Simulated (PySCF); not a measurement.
**C₃H₇BrGe: electronic excitations**

Aim: predict the electronic excitations of C₃H₇BrGe (`C=[CH][GeH2][CH2]Br`).

Computed with PySCF 2.14.0, with density-fitted response routines of our own, on a single molecule in the gas phase. Atoms count from 0, in the outputs and in this text.

### Step 1. The starting structure

12 atoms, charge 0, multiplicity 1; geometry from: GFN2-xTB.

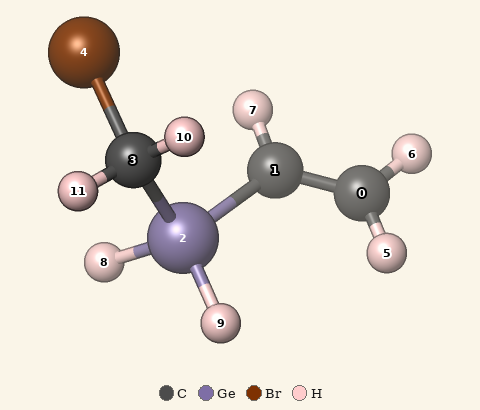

The starting geometry (carbon dark grey, germanium purple, bromine brown, hydrogen pink), atoms numbered.

### Step 2. TDDFT and polarisability: CAM-B3LYP/def2-SVPD

Job settings and geometry (Å):

```
{"job": {"kind": "uv", "xc": "CAM-B3LYP", "basis": "def2-SVPD", "nstates": 8, "ntriplets": 3}, "charge": 0, "multiplicity": 1}
C     -2.301157     0.103199     0.004776
C     -1.147856    -0.340888     0.477410
Ge     0.454416    -0.588999    -0.603067
C      1.868509     0.650404     0.040668
Br     2.176662     0.226019     1.915657
H     -2.428379     0.339293    -1.040381
H     -3.167000     0.246851     0.633146
H     -1.057352    -0.568741     1.532782
H      1.013580    -1.976418    -0.457845
H      0.193724    -0.317036    -2.061879
H      1.574735     1.696885     0.001145
H      2.821317     0.528746    -0.468439
```

Level: TDDFT CAM-B3LYP/def2-SVPD, vertical, gas phase, core orbitals frozen in the response.

Command:

```
> OMP_NUM_THREADS=1 python probes_run.py task.json out
```

This one command runs all jobs of the session in turn.

What it wrote:

```text
coarse grid: 47592 points
cycle   1  E = -4769.1387917625  dE = -1.351e+00  |g| = 4.634e-01  |ddm| = 4.555e+00
cycle   2  E = -4769.1476873647  dE = -8.896e-03  |g| = 4.453e-01  |ddm| = 1.182e+00
cycle   3  E = -4769.1747683145  dE = -2.708e-02  |g| = 3.819e-02  |ddm| = 6.799e-01
cycle   4  E = -4769.1750073149  dE = -2.390e-04  |g| = 1.760e-02  |ddm| = 7.013e-02
cycle   5  E = -4769.1750685754  dE = -6.126e-05  |g| = 6.176e-03  |ddm| = 3.026e-02
cycle   6  E = -4769.1750793971  dE = -1.082e-05  |g| = 7.647e-04  |ddm| = 9.206e-03
cycle   7  E = -4769.1750796151  dE = -2.179e-07  |g| = 2.726e-04  |ddm| = 1.990e-03
final grid: 97344 points
cycle   8  E = -4769.1750186882  dE = -2.684e-08  |g| = 2.444e-04  |ddm| = 3.478e-03
cycle   9  E = -4769.1750186899  dE = -1.667e-09  |g| = 2.417e-04  |ddm| = 6.544e-04
cycle  10  E = -4769.1750187040  dE = -1.407e-08  |g| = 2.759e-05  |ddm| = 3.028e-04
cycle  11  E = -4769.1750187041  dE = -1.910e-10  |g| = 7.957e-06  |ddm| = 4.419e-05
converged SCF energy = -4769.1750187041

Static polarisability (au): isotropic 88.486, principal 71.768 85.845 107.845

Singlet excitations
state   eV       nm        f      main configurations
  1   5.7788    214.6   0.01625   H->L 0.65, H->L+1 0.22
  2   6.0846    203.8   0.00122   H-1->L 0.63, H-1->L+1 0.24
  3   6.7070    184.9   0.00374   H-3->L+1 0.30, H->L+1 0.26, H-3->L 0.23
  4   6.9636    178.0   0.05842   H->L+1 0.34, H->L 0.16, H-3->L+1 0.16
  5   7.3429    168.8   0.41694   H-2->L 0.44, H->L+2 0.12, H-2->L+1 0.12
  6   7.3709    168.2   0.00979   H-1->L+1 0.44, H-1->L 0.16, H-1->L+3 0.09
  7   7.5203    164.9   0.01072   H->L+2 0.35, H-2->L 0.24, H->L+1 0.11
  8   7.6051    163.0   0.07095   H-2->L+1 0.23, H->L+3 0.21, H-2->L+2 0.15

Triplet excitations (Tamm-Dancoff, eV): 4.3936 5.1522 5.4546
```

Run time: 52 s. Hardware: 1 thread of Arm Neoverse V1, shared host; peak memory 0.91 GiB.

The orbitals next to the gap, with their largest atomic shares:

```
orbital      eV                       atoms
 HOMO−3  -10.27  C1 32 %, Ge2 21 %, C0 14 %
 HOMO−2   -9.53  C1 34 %, C0 33 %, Br4 12 %
 HOMO−1   -9.32           Br4 80 %, C3 11 %
   HOMO   -8.89  Br4 58 %, C3 17 %, Ge2 9 %
   LUMO    0.46  Br4 36 %, C3 14 %, C0 11 %
 LUMO+1    0.78  Br4 26 %, C0 21 %, C1 20 %
 LUMO+2    1.19   Ge2 41 %, C0 12 %, H9 9 %
```

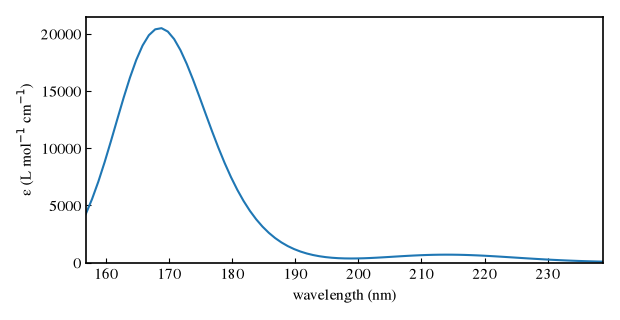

Absorption spectrum: each of the 8 states is a Gaussian band of 0.4 eV half-width at 1/e. Beyond the last state computed it falls off for lack of states.

Ground-state properties from the same run:

```
           property  computed
  dipole moment (D)      1.76
polarisability (Å³)     13.11
 HOMO–LUMO gap (eV)      9.35
      −ε(HOMO) (eV)      8.89
```

### Step 3. Summary of results

```
                                quantity                        value
    lowest singlet (CAM-B3LYP/def2-SVPD)  5.78 eV (215 nm), f = 0.016
brightest single state of those computed  state 5, 7.34 eV, f = 0.417
                          lowest triplet                      4.39 eV
```

**Reading.** The first singlet state (HOMO→LUMO 0.65, HOMO→LUMO+1 0.22) lies at 5.78 eV and is weak; of the 8 states computed, the strongest absorption comes from state 5 at 7.34 eV. The lowest triplet lies 1.39 eV below the lowest singlet (triplets in Tamm-Dancoff, singlets in full TDDFT).
